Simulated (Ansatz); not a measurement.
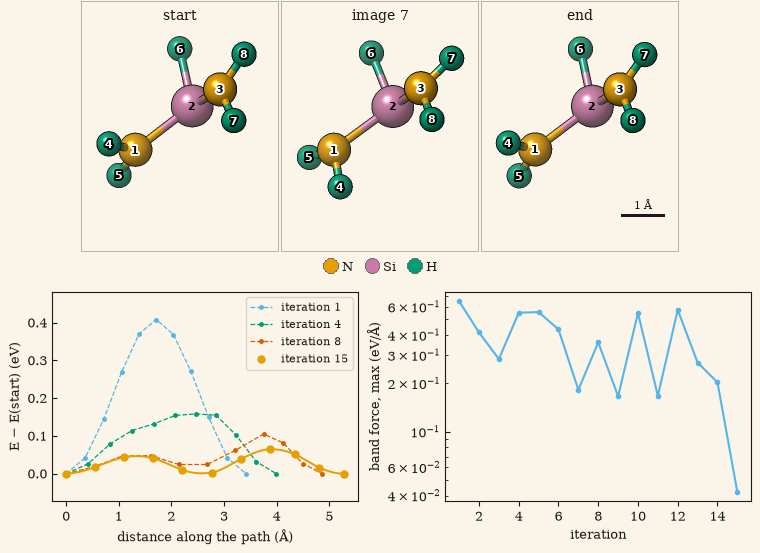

A search for the minimum-energy path of SiN2H5 (multiplicity 2) by the nudged elastic band. Images are numbered from 0 (start) to 10 (end). The plot follows the band through its iterations. The picture is a ball-and-stick view, seen from a free direction.

Method: Ansatz 0.2.0, UKS B3LYP/def2-SVP. Settings: 9 movable images; climbing image; force threshold 0.05 eV/Å; iteration limit 60; starting path by image-dependent pair potential.

Question: How did the profile develop, and is the result final?

Answer: The run is converged, with reservations. The band converged in 15 iterations. The largest component of the band force went from 0.65 to 0.042 eV/Å. The climbing image converged on the top of the path. Its vibrational analysis gives one imaginary mode (201i cm⁻¹), as a transition state must have. The first iteration put the highest image at 0.408 eV. The barrier is about 0.065 eV in both directions, with image 7 at the top; the ends have the same energy. The profile has 2 maxima (images 2, 7) with a dip at image 5 (0.003 eV), so the process runs in steps.

The run took 7.1 min on 1 thread of Arm Neoverse V1, on a shared host, peak memory 0.16 GiB.
